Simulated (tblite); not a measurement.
# CH$_{10}$AsOSi$_{3}$: geometry relaxation (part 2 of 2)

The same run, continued: CH$_{10}$AsOSi$_{3}$, multiplicity 2; GFN2-xTB geometry optimisation, gas phase (tblite 0.8.0). It belongs to a series of runs on one base structure; here: H removed from Si.

Geometry of the input (Å):
```
Si -2.7962  0.0950  -0.4714
C  -1.6833  0.4322  0.9468
O  -0.3980  0.6851  0.5154
Si 0.3134  -0.5713  -0.3919
Si 2.4035  -0.7844  0.4123
As 3.6285  0.9062  -0.6101
H  -2.8737  -1.3335  -0.7363
H  -4.1368  0.6681  -0.1822
H  -2.2509  0.8090  -1.6428
H  -2.0834  1.2936  1.5155
H  -1.7506  -0.4408  1.6407
H  -0.4293  -1.8429  -0.2868
H  3.0203  -2.0487  0.1005
H  2.4607  -0.5861  1.8549
H  2.6861  2.1878  -0.5709
H  3.8823  0.5395  -2.1050
```

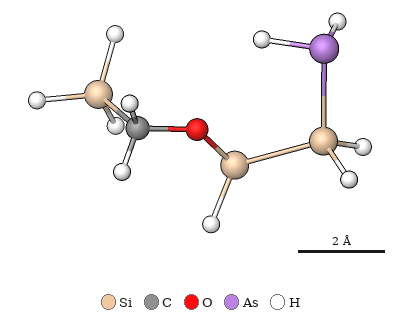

Fig. 1: The geometry at step 96 of the log (ball-and-stick view, seen on its broad side).

### Trajectory as extended XYZ, continued
```
16
Properties=species:S:1:pos:R:3:forces:R:3 step=61 energy=-512.68167
Si   -2.8438    0.2441   -0.6022   -0.0080  -0.0290  -0.0270
C    -1.7020    0.4659    0.9097   -0.0420  -0.0100  -0.0400
O    -0.3634    0.1568    0.6574    0.0350   0.0350  -0.0140
Si    0.3002   -1.0280   -0.2446    0.0310  -0.0220   0.0800
Si    2.4988   -0.6916    0.3535   -0.0790   0.0010   0.0050
As    3.6436    1.1766   -0.4514   -0.0100   0.0100  -0.0580
H    -2.8257   -1.1588   -1.0123   -0.0050  -0.0020   0.0030
H    -4.1864    0.6419   -0.1736    0.0130   0.0250   0.0040
H    -2.3417    1.0912   -1.6816   -0.0070   0.0030  -0.0090
H    -1.7342    1.5046    1.2544    0.0300   0.0110   0.0230
H    -2.0515   -0.1546    1.7428   -0.0280  -0.0280   0.0130
H    -0.3524   -2.3127    0.1485    0.0250   0.0840  -0.0180
H     3.1693   -1.8993   -0.1639    0.0530  -0.0170  -0.0220
H     2.8097   -0.7379    1.8006    0.0230  -0.0220   0.0100
H     2.4142    2.0129   -0.6736   -0.0190  -0.0560   0.0160
H     3.5577    0.6979   -1.8750   -0.0120   0.0160   0.0360
16
Properties=species:S:1:pos:R:3:forces:R:3 step=65 energy=-512.68582
Si   -2.8119    0.2610   -0.6243    0.0060   0.0220   0.0050
C    -1.6855    0.4781    0.9021    0.0230   0.0070   0.0100
O    -0.3487    0.1427    0.6666   -0.0020  -0.0250  -0.0300
Si    0.2912   -1.0932   -0.1832   -0.0330   0.0320  -0.0280
Si    2.4898   -0.7148    0.3377    0.0920  -0.0100   0.0150
As    3.5695    1.2063   -0.4440   -0.0200  -0.0060   0.0220
H    -2.7693   -1.1345   -1.0572    0.0010  -0.0010   0.0090
H    -4.1648    0.6332   -0.2055    0.0150   0.0260   0.0100
H    -2.3139    1.1378   -1.6821   -0.0070  -0.0120  -0.0130
H    -1.6842    1.5199    1.2417   -0.0680  -0.0160  -0.0010
H    -2.0564   -0.1293    1.7376   -0.0120   0.0020  -0.0240
H    -0.3626   -2.3496    0.2716   -0.0090   0.0260   0.0170
H     3.1905   -1.8960   -0.2085    0.0150   0.0240  -0.0200
H     2.8221   -0.7867    1.7775    0.0460  -0.0060   0.0390
H     2.3111    1.9929   -0.6735   -0.0370  -0.0440   0.0230
H     3.5154    0.7411   -1.8679   -0.0090  -0.0170  -0.0320
16
Properties=species:S:1:pos:R:3:forces:R:3 step=70 energy=-512.69959
Si   -2.7179    0.3067   -0.6834   -0.0150   0.0140   0.0040
C    -1.6303    0.5081    0.8750   -0.0940  -0.0460  -0.0370
O    -0.2978    0.1600    0.6357   -0.0580   0.1190   0.1370
Si    0.2856   -1.1978   -0.0448    0.3200  -0.0360  -0.1560
Si    2.5227   -0.7812    0.3389   -0.1710  -0.0770   0.0510
As    3.3405    1.2677   -0.4183   -0.0090   0.0300  -0.0470
H    -2.6253   -1.0845   -1.1428   -0.0170   0.1100   0.0480
H    -4.0846    0.6531   -0.2938   -0.0240   0.0050   0.0200
H    -2.2244    1.2223   -1.7074    0.0250  -0.0080  -0.0440
H    -1.6236    1.5358    1.2501   -0.0580   0.0210  -0.0680
H    -2.0390   -0.1165    1.6813    0.0970  -0.0220  -0.0100
H    -0.4106   -2.3331    0.5981   -0.0420  -0.0900   0.0730
H     3.2597   -1.8481   -0.3676   -0.0210  -0.0250   0.0610
H     2.9074   -0.9466    1.7662    0.0840   0.0300  -0.1420
H     1.9839    1.8642   -0.6480   -0.0260  -0.0300   0.0420
H     3.3460    0.7987   -1.8505    0.0090   0.0070   0.0680
16
Properties=species:S:1:pos:R:3:forces:R:3 step=74 energy=-512.71007
Si   -2.7144    0.3230   -0.6963   -0.0150   0.0440   0.0020
C    -1.6316    0.5100    0.8634    0.0480  -0.0170  -0.0030
O    -0.2946    0.1507    0.6494   -0.0130   0.0160  -0.0210
Si    0.3103   -1.2156   -0.0197   -0.0840   0.0220   0.0370
Si    2.5352   -0.7971    0.3490    0.0370   0.0090  -0.0470
As    3.3058    1.2763   -0.4135   -0.0450  -0.0050   0.0340
H    -2.6251   -1.0629   -1.1527   -0.0100  -0.0040  -0.0040
H    -4.0765    0.6686   -0.2942   -0.0470   0.0150   0.0140
H    -2.2307    1.2371   -1.7259    0.0330   0.0060  -0.0370
H    -1.6322    1.5426    1.2328    0.0090  -0.0620  -0.0650
H    -2.0466   -0.1114    1.6662    0.0340  -0.0280   0.0300
H    -0.4081   -2.3410    0.6413    0.0520   0.0170  -0.0150
H     3.2900   -1.8331   -0.3903   -0.0680  -0.0240   0.0830
H     2.9636   -0.9706    1.7576    0.0840   0.0220  -0.0650
H     1.9281    1.8220   -0.6356   -0.0270   0.0050   0.0350
H     3.3192    0.8105   -1.8429    0.0110  -0.0170   0.0220
16
Properties=species:S:1:pos:R:3:forces:R:3 step=78 energy=-512.72106
Si   -2.6955    0.3577   -0.7216    0.0080  -0.0580  -0.0140
C    -1.6144    0.5047    0.8449   -0.0090   0.0380   0.0020
O    -0.2757    0.1601    0.6335    0.0010  -0.0680  -0.0760
Si    0.3157   -1.2447    0.0324    0.0170   0.0040   0.0220
Si    2.5488   -0.8155    0.3480    0.0000  -0.0170   0.0160
As    3.2030    1.3006   -0.3919   -0.0610  -0.0070   0.0260
H    -2.5881   -1.0292   -1.1779   -0.0470   0.0100  -0.0260
H    -4.0642    0.6926   -0.3148    0.0620   0.0150  -0.0360
H    -2.1896    1.2635   -1.7555   -0.0300  -0.0260   0.0650
H    -1.6198    1.5361    1.2062    0.0020   0.0500   0.0680
H    -2.0238   -0.1219    1.6488    0.0100   0.0230  -0.0430
H    -0.4039   -2.3255    0.7579    0.0330   0.0030   0.0010
H     3.2974   -1.8251   -0.4262   -0.0540  -0.0450   0.0080
H     3.0625   -1.0188    1.7228    0.0350   0.0410  -0.0180
H     1.7882    1.7582   -0.6029    0.0480  -0.0100  -0.0070
H     3.2518    0.8160   -1.8150   -0.0160   0.0480   0.0100
16
Properties=species:S:1:pos:R:3:forces:R:3 step=83 energy=-512.73035
Si   -2.6549    0.3838   -0.7555    0.0130   0.0260   0.0380
C    -1.5859    0.5213    0.8208    0.0240  -0.0240  -0.0050
O    -0.2602    0.1238    0.6046   -0.0600   0.0860   0.0590
Si    0.3233   -1.3273    0.1311    0.0160  -0.1160  -0.0570
Si    2.5574   -0.8444    0.3339   -0.0620   0.0290   0.0350
As    3.0560    1.3320   -0.3488   -0.0010  -0.0600   0.0000
H    -2.5396   -0.9857   -1.2499   -0.0200  -0.0540  -0.0090
H    -4.0252    0.7070   -0.3623   -0.0260   0.0190  -0.0020
H    -2.1489    1.3173   -1.7557    0.0160   0.0420  -0.0350
H    -1.5566    1.5524    1.1904    0.0160  -0.0350  -0.0400
H    -2.0200   -0.0899    1.6213    0.0150  -0.0230   0.0060
H    -0.3894   -2.3533    0.9411    0.0470   0.0600   0.0130
H     3.2879   -1.8190   -0.4927   -0.0190  -0.0580  -0.0650
H     3.1694   -1.0584    1.6603    0.0390   0.0190   0.0930
H     1.6169    1.6778   -0.5730    0.0150   0.0100  -0.0230
H     3.1624    0.8717   -1.7769   -0.0120   0.0790  -0.0070
16
Properties=species:S:1:pos:R:3:forces:R:3 step=87 energy=-512.73562
Si   -2.6433    0.3894   -0.7610   -0.0210  -0.0130  -0.0410
C    -1.5786    0.5197    0.8184    0.0100  -0.0420  -0.0040
O    -0.2552    0.1220    0.5954    0.0320   0.0010  -0.0080
Si    0.3208   -1.3418    0.1318    0.0020   0.0580   0.0230
Si    2.5541   -0.8577    0.3331    0.0220  -0.0400   0.0170
As    3.0218    1.3281   -0.3361    0.0230  -0.0080   0.0050
H    -2.5389   -0.9841   -1.2630   -0.0100   0.0400   0.0290
H    -4.0176    0.7153   -0.3804   -0.0050   0.0170   0.0050
H    -2.1332    1.3271   -1.7608    0.0040  -0.0090   0.0160
H    -1.5488    1.5504    1.1901    0.0180  -0.0500  -0.0340
H    -2.0058   -0.0969    1.6191   -0.0160   0.0010  -0.0090
H    -0.3771   -2.3301    0.9896   -0.0070  -0.0290   0.0330
H     3.2648   -1.8522   -0.4963   -0.0310   0.0240  -0.0220
H     3.1997   -1.0532    1.6533   -0.0210   0.0140   0.0130
H     1.5823    1.6594   -0.5696    0.0040   0.0080  -0.0140
H     3.1474    0.9132   -1.7750   -0.0050   0.0260  -0.0100
16
Properties=species:S:1:pos:R:3:forces:R:3 step=91 energy=-512.73750
Si   -2.6419    0.3953   -0.7696    0.0020   0.0230   0.0120
C    -1.5736    0.5146    0.8094   -0.0050  -0.0030  -0.0110
O    -0.2523    0.1081    0.5958    0.0030  -0.0320  -0.0040
Si    0.3240   -1.3607    0.1552    0.0080  -0.0080   0.0230
Si    2.5568   -0.8674    0.3368   -0.0030   0.0200  -0.0180
As    3.0000    1.3280   -0.3255   -0.0060   0.0090  -0.0080
H    -2.5369   -0.9728   -1.2758   -0.0130  -0.0170   0.0000
H    -4.0145    0.7246   -0.3843    0.0030   0.0090   0.0030
H    -2.1298    1.3414   -1.7580    0.0090   0.0040  -0.0140
H    -1.5293    1.5462    1.1717   -0.0200   0.0140  -0.0020
H    -2.0142   -0.0876    1.6132    0.0120  -0.0260  -0.0020
H    -0.3665   -2.3461    1.0270    0.0040   0.0110   0.0150
H     3.2564   -1.8476   -0.5168   -0.0080   0.0050  -0.0060
H     3.2233   -1.0535    1.6479   -0.0180  -0.0080   0.0020
H     1.5582    1.6506   -0.5678    0.0250  -0.0030   0.0080
H     3.1326    0.9358   -1.7705    0.0060   0.0020   0.0020
16
Properties=species:S:1:pos:R:3:forces:R:3 step=96 energy=-512.73890
Si   -2.6290    0.4046   -0.7788    0.0100  -0.0370  -0.0250
C    -1.5654    0.5097    0.8035    0.0000  -0.0010   0.0090
O    -0.2448    0.0999    0.5871   -0.0280   0.0230   0.0090
Si    0.3266   -1.3815    0.1868   -0.0140  -0.0200  -0.0200
Si    2.5562   -0.8694    0.3260    0.0010   0.0130   0.0090
As    2.9737    1.3362   -0.3197    0.0280  -0.0120   0.0070
H    -2.5291   -0.9673   -1.2843   -0.0120   0.0370   0.0040
H    -4.0023    0.7341   -0.3974    0.0000   0.0190   0.0020
H    -2.1077    1.3531   -1.7628   -0.0060  -0.0210   0.0100
H    -1.5225    1.5414    1.1685    0.0030  -0.0230   0.0090
H    -2.0046   -0.0982    1.6045   -0.0010   0.0060  -0.0190
H    -0.3659   -2.3364    1.0882    0.0090   0.0010   0.0300
H     3.2424   -1.8473   -0.5400    0.0140   0.0090  -0.0020
H     3.2176   -1.0647    1.6387    0.0020  -0.0050  -0.0220
H     1.5304    1.6313   -0.5633   -0.0180   0.0200   0.0000
H     3.1169    0.9634   -1.7683    0.0130  -0.0090  -0.0010
16
Properties=species:S:1:pos:R:3:forces:R:3 step=100 energy=-512.73988
Si   -2.6268    0.4067   -0.7846   -0.0180   0.0360   0.0240
C    -1.5637    0.5043    0.7975   -0.0100   0.0010  -0.0010
O    -0.2463    0.0886    0.5829    0.0260  -0.0010  -0.0180
Si    0.3275   -1.3980    0.2016   -0.0140   0.0200   0.0020
Si    2.5560   -0.8673    0.3230   -0.0250  -0.0340  -0.0180
As    2.9627    1.3405   -0.3166    0.0020   0.0040   0.0000
H    -2.5282   -0.9595   -1.2923   -0.0180  -0.0450  -0.0240
H    -3.9977    0.7487   -0.4009    0.0170   0.0010  -0.0090
H    -2.1003    1.3552   -1.7627    0.0060   0.0060  -0.0230
H    -1.5138    1.5344    1.1628   -0.0120   0.0120   0.0220
H    -2.0081   -0.1010    1.5960   -0.0120  -0.0150   0.0150
H    -0.3589   -2.3313    1.1301    0.0140  -0.0120   0.0230
H     3.2402   -1.8404   -0.5517    0.0100   0.0200   0.0010
H     3.2217   -1.0765    1.6297    0.0100   0.0080  -0.0040
H     1.5160    1.6337   -0.5597    0.0220   0.0020  -0.0020
H     3.1121    0.9707   -1.7665    0.0000  -0.0040   0.0130
16
Properties=species:S:1:pos:R:3:forces:R:3 step=104 energy=-512.74295
Si   -2.6191    0.4214   -0.8064   -0.0230  -0.0050   0.0110
C    -1.5612    0.4853    0.7815   -0.0130  -0.0010   0.0040
O    -0.2451    0.0687    0.5579    0.0000   0.0220  -0.0140
Si    0.3263   -1.4365    0.2544    0.0000   0.0160   0.0210
Si    2.5473   -0.8728    0.3141    0.0090   0.0090  -0.0290
As    2.9372    1.3442   -0.3000   -0.0220   0.0290   0.0050
H    -2.5718   -0.9505   -1.3155   -0.0040   0.0150  -0.0040
H    -3.9756    0.8063   -0.4162   -0.0140   0.0000  -0.0110
H    -2.0756    1.3566   -1.7896    0.0180  -0.0160   0.0030
H    -1.5106    1.5090    1.1675   -0.0010  -0.0240   0.0090
H    -2.0065   -0.1375    1.5668   -0.0220   0.0180  -0.0010
H    -0.3170   -2.3061    1.2728    0.0050  -0.0100   0.0040
H     3.2319   -1.8049   -0.5980    0.0230  -0.0430  -0.0270
H     3.2466   -1.1008    1.5980    0.0080   0.0030   0.0190
H     1.4897    1.6380   -0.5466    0.0430  -0.0140  -0.0020
H     3.0960    0.9885   -1.7522   -0.0070   0.0000   0.0110
16
Properties=species:S:1:pos:R:3:forces:R:3 step=109 energy=-512.74467
Si   -2.6245    0.4286   -0.8180   -0.0270   0.0250   0.0120
C    -1.5672    0.4707    0.7709   -0.0100   0.0130   0.0020
O    -0.2494    0.0624    0.5418   -0.0080   0.0170  -0.0100
Si    0.3347   -1.4470    0.2930    0.0310  -0.0210   0.0010
Si    2.5570   -0.8762    0.2989    0.0140  -0.0250   0.0030
As    2.9273    1.3497   -0.2885    0.0370   0.0090  -0.0020
H    -2.6111   -0.9419   -1.3289   -0.0040  -0.0130  -0.0040
H    -3.9708    0.8488   -0.4267   -0.0060  -0.0090  -0.0160
H    -2.0619    1.3455   -1.8077    0.0230  -0.0060   0.0100
H    -1.5148    1.4862    1.1745   -0.0240   0.0290   0.0050
H    -2.0170   -0.1613    1.5459    0.0040  -0.0090   0.0060
H    -0.2872   -2.2730    1.3595    0.0070  -0.0180   0.0040
H     3.2356   -1.8070   -0.6227   -0.0090  -0.0090  -0.0100
H     3.2691   -1.1081    1.5762    0.0020  -0.0060   0.0070
H     1.4814    1.6178   -0.5354   -0.0380   0.0240  -0.0110
H     3.0912    1.0137   -1.7443    0.0070  -0.0010   0.0020
16
Properties=species:S:1:pos:R:3:forces:R:3 step=113 energy=-512.74571
Si   -2.6372    0.4284   -0.8137    0.0170  -0.0160  -0.0070
C    -1.5765    0.4695    0.7738   -0.0020   0.0000  -0.0020
O    -0.2563    0.0696    0.5371   -0.0030  -0.0110  -0.0060
Si    0.3371   -1.4381    0.2867   -0.0080   0.0130   0.0170
Si    2.5613   -0.8769    0.2964   -0.0060   0.0120   0.0080
As    2.9489    1.3484   -0.2893   -0.0040  -0.0020  -0.0230
H    -2.6307   -0.9441   -1.3234   -0.0090   0.0030   0.0110
H    -3.9821    0.8551   -0.4271   -0.0100   0.0030  -0.0140
H    -2.0571    1.3307   -1.8073    0.0030   0.0030   0.0180
H    -1.5328    1.4849    1.1812    0.0000  -0.0080  -0.0010
H    -2.0175   -0.1707    1.5473   -0.0010   0.0070   0.0000
H    -0.2757   -2.2740    1.3529    0.0090   0.0050  -0.0120
H     3.2361   -1.8159   -0.6203   -0.0080   0.0040   0.0010
H     3.2647   -1.1035    1.5795    0.0090  -0.0170   0.0010
H     1.5045    1.6379   -0.5407   -0.0050  -0.0020   0.0120
H     3.1057    1.0077   -1.7445    0.0180   0.0050  -0.0040
16
Properties=species:S:1:pos:R:3:forces:R:3 step=117 energy=-512.74613
Si   -2.6394    0.4312   -0.8199   -0.0110   0.0040   0.0030
C    -1.5795    0.4610    0.7674   -0.0040  -0.0010   0.0030
O    -0.2600    0.0630    0.5241   -0.0010   0.0100   0.0050
Si    0.3426   -1.4452    0.3089   -0.0020  -0.0050  -0.0090
Si    2.5637   -0.8768    0.2932    0.0050   0.0050   0.0060
As    2.9433    1.3510   -0.2873    0.0110   0.0090   0.0110
H    -2.6530   -0.9408   -1.3275   -0.0060  -0.0130   0.0020
H    -3.9797    0.8784   -0.4371    0.0030  -0.0050  -0.0150
H    -2.0454    1.3264   -1.8102    0.0090   0.0090   0.0020
H    -1.5349    1.4730    1.1822   -0.0010   0.0020   0.0000
H    -2.0195   -0.1847    1.5365   -0.0010   0.0020   0.0080
H    -0.2562   -2.2581    1.3983   -0.0030  -0.0060   0.0050
H     3.2279   -1.8137   -0.6339   -0.0060   0.0090   0.0030
H     3.2770   -1.1128    1.5697    0.0060  -0.0090  -0.0090
H     1.4973    1.6388   -0.5332    0.0040  -0.0120  -0.0070
H     3.1080    1.0184   -1.7427   -0.0030   0.0010  -0.0110
16
Properties=species:S:1:pos:R:3:forces:R:3 step=122 energy=-512.74649
Si   -2.6441    0.4295   -0.8189    0.0070  -0.0050  -0.0040
C    -1.5845    0.4610    0.7693   -0.0010  -0.0010   0.0020
O    -0.2638    0.0664    0.5240   -0.0040   0.0010   0.0110
Si    0.3445   -1.4394    0.3067   -0.0020   0.0010  -0.0010
Si    2.5667   -0.8727    0.2966   -0.0040   0.0020  -0.0030
As    2.9533    1.3536   -0.2882   -0.0130  -0.0060  -0.0070
H    -2.6635   -0.9449   -1.3222    0.0030   0.0060   0.0020
H    -3.9856    0.8787   -0.4450   -0.0020   0.0020  -0.0050
H    -2.0417    1.3249   -1.8052   -0.0010  -0.0070   0.0040
H    -1.5418    1.4734    1.1836    0.0000   0.0000  -0.0020
H    -2.0213   -0.1850    1.5398   -0.0030  -0.0010   0.0030
H    -0.2527   -2.2609    1.3914   -0.0020   0.0040   0.0000
H     3.2251   -1.8109   -0.6324    0.0020   0.0020  -0.0090
H     3.2833   -1.1179    1.5688    0.0050   0.0010   0.0020
H     1.5060    1.6361   -0.5356    0.0070   0.0020   0.0040
H     3.1126    1.0171   -1.7444    0.0080  -0.0010   0.0030
16
Properties=species:S:1:pos:R:3:forces:R:3 step=126 energy=-512.74658
Si   -2.6450    0.4275   -0.8175   -0.0010   0.0030   0.0040
C    -1.5866    0.4614    0.7714   -0.0010  -0.0010   0.0040
O    -0.2648    0.0696    0.5281    0.0020  -0.0090   0.0020
Si    0.3429   -1.4357    0.3033    0.0000   0.0050   0.0060
Si    2.5662   -0.8721    0.2961    0.0010  -0.0030   0.0000
As    2.9577    1.3523   -0.2908    0.0050  -0.0010   0.0070
H    -2.6648   -0.9467   -1.3196    0.0050  -0.0050  -0.0010
H    -3.9875    0.8777   -0.4475    0.0030   0.0010  -0.0020
H    -2.0412    1.3218   -1.8031    0.0040   0.0000  -0.0050
H    -1.5457    1.4739    1.1854   -0.0050   0.0020   0.0000
H    -2.0229   -0.1854    1.5415   -0.0030   0.0010   0.0040
H    -0.2538   -2.2607    1.3860   -0.0010   0.0040  -0.0040
H     3.2265   -1.8094   -0.6328   -0.0030   0.0000  -0.0040
H     3.2810   -1.1174    1.5700    0.0000   0.0010  -0.0070
H     1.5114    1.6377   -0.5354   -0.0030   0.0030  -0.0070
H     3.1188    1.0144   -1.7465   -0.0030   0.0000   0.0030
```

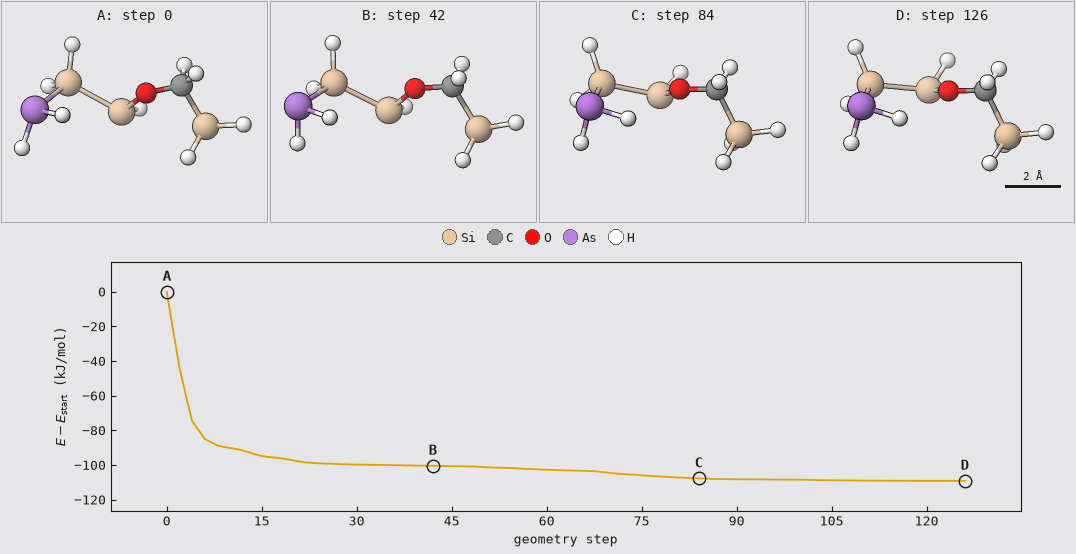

Fig. 2: Frames of the relaxation (ball-and-stick view, seen at a tilt) above the curves, on which the letters mark them (steps are counted from 0).

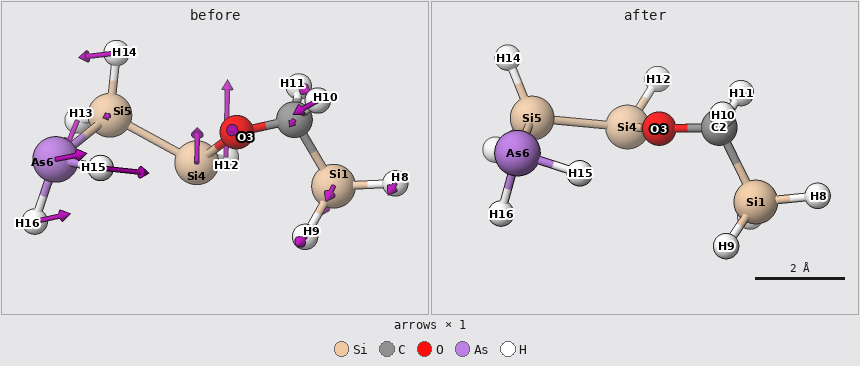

Fig. 3: Before (left) and after (right) the relaxation, at one scale (ball-and-stick view, seen at a tilt). The pink arrows give the displacements, at true length. The energy falls by 109.1 kJ/mol in 126 geometry steps. The largest force component goes from 1.6 to 0.009 eV/Å. The largest move after the best rigid fit is that of H12, 1.80 Å. Largest moves by element: H 1.80 Å, Si 1.13 Å, As 0.84 Å, O 0.61 Å, C 0.22 Å. Among the contacts that change: As6–H15 1.591 → 1.494 Å, Si1–C2 1.834 → 1.909 Å, O3–Si4 1.705 → 1.639 Å, As6–H16 1.560 → 1.503 Å. Among the angles that change: H15–As6–H16 108.0° → 89.3°, Si5–As6–H16 109.6° → 92.7°, C2–O3–Si4 114.8° → 129.1°. (Atoms are counted from 1 in the order of the input.)
